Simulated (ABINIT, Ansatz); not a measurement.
# Te2Pb (Fm-3m): zone-centre phonons

Wanted: the vibrations of Te2Pb (Fm-3m) at Γ, by two programs.

Program: ABINIT 10.8.3. Level of theory: DFT LDA, scalar-relativistic, plane waves, HGH norm-conserving pseudopotentials. Results are calculated unless marked as measured.

The structure was built from a prototype and need not be the compound's stable phase.

## Step 1: Starting point

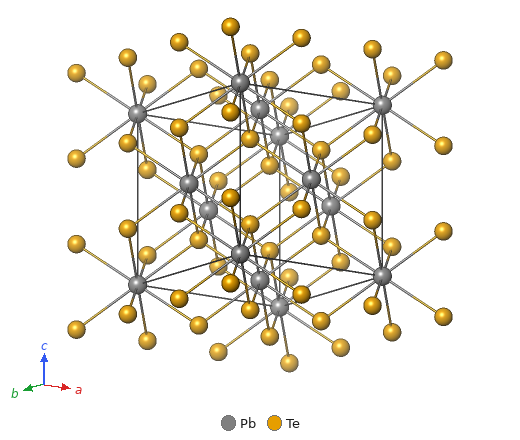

The starting structure, seen from a free direction (lead grey, tellurium orange). This picture shows the conventional cell, with its axes. Some periodic images of atoms are drawn too.

## Step 2: A probe with smearing

A first run with smearing and empty bands tells whether the crystal has a gap, which decides between fixed occupations and smearing later on.

Input file probe.abi:

```
# ground state
tolvrs 1.0d-08
prtden 1
prtwf 1

# basis, mesh and filling
ecut 20.0
ixc 7
ngkpt 4 4 4
nshiftk 1
shiftk 0.0 0.0 0.0
istwfk *1
occopt 7
tsmear 0.005
nband 14
nstep 100
diemac 9.0
prtebands 0
prtgsr 0

# cell and atoms
acell 9.487771963 9.487771963 9.487771963
rprim 
    0.0 0.7071067812 0.7071067812
    0.7071067812 0.0 0.7071067812
    0.7071067812 0.7071067812 0.0
ntypat 2
znucl 82 52
natom 3
typat 1 2 2
xred 
    0.0 0.0 0.0
    0.25 0.25 0.25
    0.75 0.75 0.75
pp_dirpath "./pseudo"
pseudos "Pb.hgh, Te.hgh"
```

Launch:

```sh
$ OMP_NUM_THREADS=1 mpirun -n 4 abinit probe.abi > probe.log
```

Numbers of over 12 decimals in the logs are rounded to 6 here.

probe.abo, the main output file:

```text
[banners, grids, parts of the stress and lines that vanish by symmetry left out]
- input  file    -> probe.abi
- output file    -> probe.abo
- root for input  files -> probei
[...]
Symmetries : space group Fm -3 m (#225); Bravais cF (face-center cubic)
[...]
mpw =        2637          nfft =       64000          nkpt =           8
[...]
== DATASET  1 ==================================================================
[...]
cutoff_energies: {ecut:  20.0, pawecutdg:  -1.0, }
[...]
Exchange-correlation functional for the present dataset will be:
  LDA: Perdew-Wang 92 LSD fit to Ceperley-Alder data - ixc=7
[...]
ETOT  1  -20.107440041111    -2.011E+01 1.597E-02 1.937E+01
 ETOT  2  -20.119180997404    -1.174E-02 3.376E-03 1.238E+00
 ETOT  3  -20.119313238488    -1.322E-04 9.178E-04 1.322E-01
 ETOT  4  -20.119322907912    -9.669E-06 8.878E-04 1.350E-02
 ETOT  5  -20.119323933080    -1.025E-06 1.836E-04 1.090E-05
 ETOT  6  -20.119323934405    -1.325E-09 1.706E-04 1.743E-07
 ETOT  7  -20.119323934427    -2.176E-11 2.635E-05 2.619E-09
 At SCF step    7       vres2   =  2.62E-09 < tolvrs=  1.00E-08 =>converged.
[...]
sigma(1 1)= -2.13811244E-04  sigma(3 2)=  0.00000000E+00
  sigma(2 2)= -2.13811244E-04  sigma(3 1)=  0.00000000E+00
  sigma(3 3)= -2.13811244E-04  sigma(2 1)=  0.00000000E+00
[...]
convergence: {deltae: -2.176E-11, res2:  2.619E-09, residm:  2.635E-05, diffor: null, }
etotal    :  -2.01193239E+01
[...]
sigma(1 1)= -2.13811244E-04  sigma(3 2)=  0.00000000E+00
  sigma(2 2)= -2.13811244E-04  sigma(3 1)=  0.00000000E+00
  sigma(3 3)= -2.13811244E-04  sigma(2 1)=  0.00000000E+00
[...]
- sigma(1 1)= -6.29054399E+00  sigma(3 2)=  0.00000000E+00
- sigma(2 2)= -6.29054399E+00  sigma(3 1)=  0.00000000E+00
- sigma(3 3)= -6.29054399E+00  sigma(2 1)=  0.00000000E+00
[...]
fcart     -0.0000000000E+00 -0.0000000000E+00 -0.0000000000E+00
           strten     -2.1381124448E-04 -2.1381124448E-04 -2.1381124448E-04
================================================================================

[key lines of the parts left out:]
pressure_GPa:   6.2905E+00
```

Elapsed: 4.3 s, on 4 MPI ranks of Arm Neoverse N1, shared host.

This step gave:

```yaml
volume_per_atom: 29.83 Å³
pressure: 6.291 GPa
gap_on_the_k_mesh: 0 eV
```

No gap opens on this mesh, so smearing is kept; the printed pressure holds the stress of the finite basis too.

## Step 3: Rough relaxation

The typed start is rough, so a first relaxation with smearing and loose thresholds takes it towards rest cheaply.

Input file prerelax.abi:

```
# relaxation
ionmov 2
optcell 2
dilatmx 1.15
chkdilatmx 0
ntime 40
tolmxf 3.0d-04
tolvrs 1.0d-10
prtwf 0
prtden 0
chksymtnons 0

# basis, mesh and filling
ecut 21.0
ecutsm 3.0
ixc 7
ngkpt 4 4 4
nshiftk 1
shiftk 0.0 0.0 0.0
istwfk *1
occopt 7
tsmear 0.005
nband 14
nstep 100
diemac 1000000.0
prtebands 0
prtgsr 0

# cell and atoms
acell 9.487771963 9.487771963 9.487771963
rprim 
    0.0 0.7071067812 0.7071067812
    0.7071067812 0.0 0.7071067812
    0.7071067812 0.7071067812 0.0
ntypat 2
znucl 82 52
natom 3
typat 1 2 2
xred 
    0.0 0.0 0.0
    0.25 0.25 0.25
    0.75 0.75 0.75
pp_dirpath "./pseudo"
pseudos "Pb.hgh, Te.hgh"
```

Launch:

```sh
$ OMP_NUM_THREADS=1 mpirun -n 4 abinit prerelax.abi > prerelax.log
```

prerelax.abo, the main output file:

```text
[banners, grids, parts of the stress and lines that vanish by symmetry left out]
- input  file    -> prerelax.abi
- output file    -> prerelax.abo
- root for input  files -> prerelaxi
[...]
Symmetries : space group Fm -3 m (#225); Bravais cF (face-center cubic)
[...]
mpw =        4279          nfft =      110592          nkpt =           8
[...]
== DATASET  1 ==================================================================
[...]
cutoff_energies: {ecut:  21.0, pawecutdg:  -1.0, }
[...]
Exchange-correlation functional for the present dataset will be:
  LDA: Perdew-Wang 92 LSD fit to Ceperley-Alder data - ixc=7
[...]
ETOT  1  -20.105525413788    -2.011E+01 1.716E-02 3.373E+01
 ETOT  2  -20.119099139795    -1.357E-02 4.919E-04 2.308E+00
 ETOT  3  -20.119220295475    -1.212E-04 2.448E-04 3.287E-01
 ETOT  4  -20.119233009651    -1.271E-05 3.665E-05 3.751E-02
[...]
ETOT  7  -20.126381188326    -3.055E-13 1.498E-06 1.083E-11
 At SCF step    7       vres2   =  1.08E-11 < tolvrs=  1.00E-10 =>converged.
[...]
sigma(1 1)= -2.52855936E-06  sigma(3 2)=  0.00000000E+00
  sigma(2 2)= -2.52855936E-06  sigma(3 1)=  0.00000000E+00
  sigma(3 3)= -2.52855936E-06  sigma(2 1)=  0.00000000E+00
[...]
convergence: {deltae: -3.055E-13, res2:  1.083E-11, residm:  1.498E-06, diffor: null, }
etotal    :  -2.01263812E+01
[...]
At Broyd/MD step   4, gradients are converged :
[...]
sigma(1 1)= -2.52855936E-06  sigma(3 2)=  0.00000000E+00
  sigma(2 2)= -2.52855936E-06  sigma(3 1)=  0.00000000E+00
  sigma(3 3)= -2.52855936E-06  sigma(2 1)=  0.00000000E+00
[...]
- sigma(1 1)= -7.43927847E-02  sigma(3 2)=  0.00000000E+00
- sigma(2 2)= -7.43927847E-02  sigma(3 1)=  0.00000000E+00
- sigma(3 3)= -7.43927847E-02  sigma(2 1)=  0.00000000E+00
[...]
fcart     -0.0000000000E+00 -0.0000000000E+00 -0.0000000000E+00
           strten     -2.5285593582E-06 -2.5285593582E-06 -2.5285593582E-06
================================================================================

[key lines of the parts left out:]
pressure_GPa:   7.4393E-02
Total energy (etotal) [Ha]= -2.01263811883258E+01
```

It took 21 s on 4 MPI ranks.

The steps of the relaxation:

| step | energy less that of the first step (eV) | largest force (eV/Å) | volume (Å³) |
| --- | --- | --- | --- |
| 1 | 0.0000 | 0.0000 | 89.49 |
| 2 | -0.0634 | 0.0000 | 91.26 |
| 3 | -0.1920 | 0.0000 | 98.94 |
| 4 | -0.1945 | 0.0000 | 100.11 |

| conventional cell, symmetrised | before | after | change |
| --- | --- | --- | --- |
| a (Å) | 7.100 | 7.371 | +3.8 % |
| b (Å) | 7.100 | 7.371 | +3.8 % |
| c (Å) | 7.100 | 7.371 | +3.8 % |
| volume (Å³/atom) | 29.83 | 33.37 | +11.9 % |

Final coordinates:

```
Pb Te
1.0
     0.00000    3.68536    3.68536
     3.68536    0.00000    3.68536
     3.68536    3.68536    0.00000
Pb Te
1 2
Cartesian
  0.0000 0.0000 0.0000
  1.8427 1.8427 1.8427
  5.5280 5.5280 5.5280
```

Read from the output:

* volume per atom: 33.37 Å³
* pressure: 0.07439 GPa

The volume changes by +11.9 % in this run and stands +11.9 % from the first cell.

## Step 4: Relaxation

The harmonic expansion needs vanishing forces, and a free crystal bears no stress, so cell and atoms are brought to rest. Stress is more sensitive to the basis than forces are: the last 3 Ha under the cutoff are smoothed with ecutsm, and the cutoff is raised above that of the later runs.

Input file relax.abi:

```
# relaxation
ionmov 2
optcell 2
dilatmx 1.08
ntime 40
tolmxf 1.0d-05
tolvrs 1.0d-14
prtwf 0
prtden 0
chksymtnons 0

# basis, mesh and filling
ecut 26.0
ecutsm 3.0
ixc 7
ngkpt 6 6 6
nshiftk 1
shiftk 0.0 0.0 0.0
istwfk *1
occopt 7
tsmear 0.01
nband 14
nstep 100
diemac 1000000.0
prtebands 0
prtgsr 0

# cell and atoms
acell 9.849042013 9.849042013 9.849042013
rprim 
    0.0 0.7071067812 0.7071067812
    0.7071067812 0.0 0.7071067812
    0.7071067812 0.7071067812 0.0
ntypat 2
znucl 82 52
natom 3
typat 1 2 2
xred 
    0.0 0.0 0.0
    0.25 0.25 0.25
    0.75 0.75 0.75
pp_dirpath "./pseudo"
pseudos "Pb.hgh, Te.hgh"
```

Launch:

```sh
$ OMP_NUM_THREADS=1 mpirun -n 4 abinit relax.abi > relax.log
```

relax.abo, the main output file:

```text
[banners, grids, parts of the stress and lines that vanish by symmetry left out]
- input  file    -> relax.abi
- output file    -> relax.abo
- root for input  files -> relaxi
[...]
Symmetries : space group Fm -3 m (#225); Bravais cF (face-center cubic)
[...]
mpw =        5434          nfft =      125000          nkpt =          16
[...]
== DATASET  1 ==================================================================
[...]
cutoff_energies: {ecut:  26.0, pawecutdg:  -1.0, }
[...]
Exchange-correlation functional for the present dataset will be:
  LDA: Perdew-Wang 92 LSD fit to Ceperley-Alder data - ixc=7
[...]
ETOT  1  -20.114064221777    -2.011E+01 1.205E-02 3.167E+01
 ETOT  2  -20.128665264313    -1.460E-02 3.233E-03 2.517E+00
 ETOT  3  -20.128802206381    -1.369E-04 9.140E-04 3.606E-01
 ETOT  4  -20.128813102316    -1.090E-05 1.945E-04 5.951E-02
 ETOT  5  -20.128815418776    -2.316E-06 1.595E-04 1.298E-04
[...]
At SCF step   10       vres2   =  4.95E-15 < tolvrs=  1.00E-14 =>converged.
[...]
sigma(1 1)= -5.45183649E-06  sigma(3 2)=  0.00000000E+00
  sigma(2 2)= -5.45183649E-06  sigma(3 1)=  0.00000000E+00
  sigma(3 3)= -5.45183649E-06  sigma(2 1)=  0.00000000E+00
[...]
convergence: {deltae: -8.527E-14, res2:  4.948E-15, residm:  1.619E-05, diffor: null, }
etotal    :  -2.01288154E+01
[...]
ETOT  1  -20.128817069390    -2.013E+01 7.360E-06 6.688E-04
[...]
At SCF step    8       vres2   =  2.24E-16 < tolvrs=  1.00E-14 =>converged.
[...]
sigma(1 1)= -4.73032841E-06  sigma(3 2)=  0.00000000E+00
  sigma(2 2)= -4.73032841E-06  sigma(3 1)=  0.00000000E+00
  sigma(3 3)= -4.73032841E-06  sigma(2 1)=  0.00000000E+00
[...]
convergence: {deltae:  1.066E-14, res2:  2.242E-16, residm:  1.534E-06, diffor: null, }
etotal    :  -2.01288171E+01
[...]
ETOT  1  -20.128820309792    -2.013E+01 1.414E-06 2.904E-02
[...]
ETOT  8  -20.128822293957    -2.878E-13 2.987E-07 1.009E-14
 ETOT  9  -20.128822293957     2.274E-13 3.822E-07 4.327E-17
 At SCF step    9       vres2   =  4.33E-17 < tolvrs=  1.00E-14 =>converged.
[...]
sigma(1 1)= -2.56009695E-08  sigma(3 2)=  0.00000000E+00
  sigma(2 2)= -2.56009695E-08  sigma(3 1)=  0.00000000E+00
  sigma(3 3)= -2.56009695E-08  sigma(2 1)=  0.00000000E+00
[...]
convergence: {deltae:  2.274E-13, res2:  4.327E-17, residm:  3.822E-07, diffor: null, }
etotal    :  -2.01288223E+01
[...]
At Broyd/MD step   3, gradients are converged :
[...]
sigma(1 1)= -2.56009695E-08  sigma(3 2)=  0.00000000E+00
  sigma(2 2)= -2.56009695E-08  sigma(3 1)=  0.00000000E+00
  sigma(3 3)= -2.56009695E-08  sigma(2 1)=  0.00000000E+00
[...]
- sigma(1 1)= -7.53206526E-04  sigma(3 2)=  0.00000000E+00
- sigma(2 2)= -7.53206526E-04  sigma(3 1)=  0.00000000E+00
- sigma(3 3)= -7.53206526E-04  sigma(2 1)=  0.00000000E+00
[...]
fcart     -0.0000000000E+00 -0.0000000000E+00 -0.0000000000E+00
           strten     -2.5600969477E-08 -2.5600969476E-08 -2.5600969473E-08
================================================================================

[key lines of the parts left out:]
pressure_GPa:   7.5321E-04
Total energy (etotal) [Ha]= -2.01288222939570E+01
```

It took 51 s on 4 MPI ranks; 3.3 min of CPU time.

The steps of the relaxation:

| step | energy less that of the first step (eV) | largest force (eV/Å) | volume (Å³) |
| --- | --- | --- | --- |
| 1 | 0.0000 | 0.0000 | 100.11 |
| 2 | 0.0000 | 0.0000 | 100.16 |
| 3 | -0.0002 | 0.0000 | 100.48 |

| conventional cell, symmetrised | before | after | change |
| --- | --- | --- | --- |
| a (Å) | 7.371 | 7.380 | +0.1 % |
| b (Å) | 7.371 | 7.380 | +0.1 % |
| c (Å) | 7.371 | 7.380 | +0.1 % |
| volume (Å³/atom) | 33.37 | 33.49 | +0.4 % |

The relaxed structure:

```cif
data_structure
_symmetry_space_group_name_H-M 'P 1'
_symmetry_Int_Tables_number 1
_cell_length_a 5.2184
_cell_length_b 5.2184
_cell_length_c 5.2184
_cell_angle_alpha 60.000
_cell_angle_beta 60.000
_cell_angle_gamma 60.000
_cell_volume 100.48
loop_
_atom_site_label
_atom_site_type_symbol
_atom_site_fract_x
_atom_site_fract_y
_atom_site_fract_z
_atom_site_occupancy
Pb1 Pb 0.00000 0.00000 0.00000 1
Te2 Te 0.25000 0.25000 0.25000 1
Te3 Te 0.75000 0.75000 0.75000 1
```

Numbers from this step:

```yaml
volume_per_atom: 33.49 Å³
pressure: 7.53e-4 GPa
```

The volume changes by +0.4 % in this run and stands +12.3 % from the first cell.

## Step 5: Self-consistent run for the response

First-order wavefunctions inherit every error of the ground state, hence the very tight tolvrs. Smearing stays on, as the first look found no gap above 0.3 eV.

Input file gs.abi:

```
# ground state
tolvrs 1.0d-16
prtden 1
prtwf 1

# basis, mesh and filling
ecut 20.0
ixc 7
ngkpt 6 6 6
nshiftk 1
shiftk 0.0 0.0 0.0
istwfk *1
occopt 7
tsmear 0.01
nband 14
nstep 100
diemac 1000000.0
prtebands 0
prtgsr 0

# cell and atoms
acell 9.861253239 9.861253239 9.861253239
rprim 
    0.0 0.7071067812 0.7071067812
    0.7071067812 0.0 0.7071067812
    0.7071067812 0.7071067812 0.0
ntypat 2
znucl 82 52
natom 3
typat 1 2 2
xred 
    0.0 0.0 0.0
    0.25 0.25 0.25
    0.75 0.75 0.75
pp_dirpath "./pseudo"
pseudos "Pb.hgh, Te.hgh"
```

Launch:

```sh
$ OMP_NUM_THREADS=1 mpirun -n 4 abinit gs.abi > gs.log
```

gs.abo, the main output file:

```text
[banners, grids, parts of the stress and lines that vanish by symmetry left out]
- input  file    -> gs.abi
- output file    -> gs.abo
- root for input  files -> gsi
[...]
Symmetries : space group Fm -3 m (#225); Bravais cF (face-center cubic)
[...]
mpw =        2914          nfft =       64000          nkpt =          16
[...]
== DATASET  1 ==================================================================
[...]
cutoff_energies: {ecut:  20.0, pawecutdg:  -1.0, }
[...]
Exchange-correlation functional for the present dataset will be:
  LDA: Perdew-Wang 92 LSD fit to Ceperley-Alder data - ixc=7
[...]
ETOT  1  -20.115026822459    -2.012E+01 2.451E-02 1.637E+01
 ETOT  2  -20.128246267614    -1.322E-02 9.884E-04 1.236E+00
 ETOT  3  -20.128366909508    -1.206E-04 5.402E-04 1.933E-01
 ETOT  4  -20.128378655785    -1.175E-05 3.141E-04 2.867E-02
 ETOT  5  -20.128380850870    -2.195E-06 2.332E-04 5.345E-05
[...]
ETOT 10  -20.128380857666     2.842E-13 7.728E-05 2.905E-15
 ETOT 11  -20.128380857666     4.974E-14 5.879E-05 2.253E-17
 At SCF step   11       vres2   =  2.25E-17 < tolvrs=  1.00E-16 =>converged.
[...]
sigma(1 1)=  3.82075133E-06  sigma(3 2)=  0.00000000E+00
  sigma(2 2)=  3.82075133E-06  sigma(3 1)=  0.00000000E+00
  sigma(3 3)=  3.82075133E-06  sigma(2 1)=  0.00000000E+00
[...]
convergence: {deltae:  4.974E-14, res2:  2.253E-17, residm:  5.879E-05, diffor: null, }
etotal    :  -2.01283809E+01
[...]
sigma(1 1)=  3.82075133E-06  sigma(3 2)=  0.00000000E+00
  sigma(2 2)=  3.82075133E-06  sigma(3 1)=  0.00000000E+00
  sigma(3 3)=  3.82075133E-06  sigma(2 1)=  0.00000000E+00
[...]
- sigma(1 1)=  1.12410385E-01  sigma(3 2)=  0.00000000E+00
- sigma(2 2)=  1.12410385E-01  sigma(3 1)=  0.00000000E+00
- sigma(3 3)=  1.12410385E-01  sigma(2 1)=  0.00000000E+00
[...]
fcart     -0.0000000000E+00 -0.0000000000E+00 -0.0000000000E+00
           strten      3.8207513269E-06  3.8207513269E-06  3.8207513269E-06
================================================================================

[key lines of the parts left out:]
pressure_GPa:  -1.1241E-01
```

Elapsed: 11 s, on 4 MPI ranks.

Read from the output:

```yaml
pressure: -0.1124 GPa
```

The cell stands at -0.11 GPa: the relaxation ran with a smoothed and higher cutoff, and the difference is a stress of the finite basis.

[end of part 1 of 3]

[Host names and launcher messages were left out of these logs when they were recorded.]

[Logs are printed without paths, hosts, clocks, repeated set-up lines and the standing remarks that a program may print on its own settings, such as how far it seeks lower states.]

[Hosts, paths, dates, database ids (printed as entryN), source tags and the programs' standing remarks are cut or masked in the printed files.]
